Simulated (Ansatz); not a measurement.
```xyz
2
Lattice="2.8948 0.0000 0.0000 -1.4474 2.5070 0.0000 0.0000 0.0000 3.8354" Properties=species:S:1:pos:R:3 pbc="T T T"
Al    0.0000    0.0000    1.9177
C     0.0000    0.0000    0.0000
```

Space group P6/mmm; a structure generated by program, which may or may not match a known phase; computed without spin polarisation.

These are results of DFT PBE, scalar-relativistic, plane waves, PAW in Ansatz, not measurements.

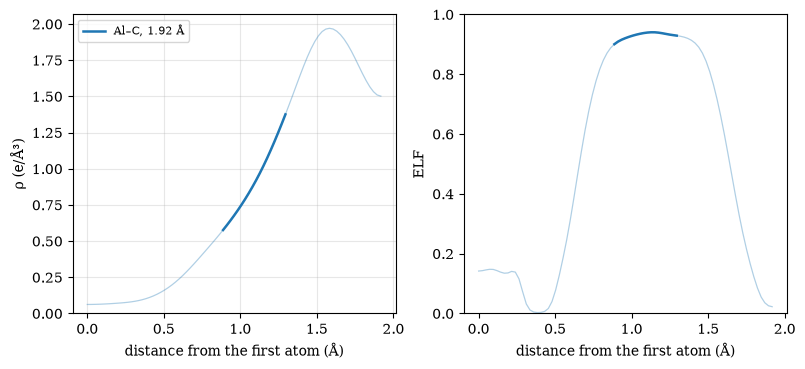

AlC. Valence electron density and ELF along straight lines between neighbouring atoms. Thin, pale parts lie inside the atomic spheres.

Core electrons are frozen (PAW), and the valence fields are smoothed inside the atomic spheres.

Q: What can be read from the curves?

A: Al–C (1.92 Å): the density is about 0.68 e/Å³ at the midpoint; the ELF peaks at about 0.95 between the atoms.
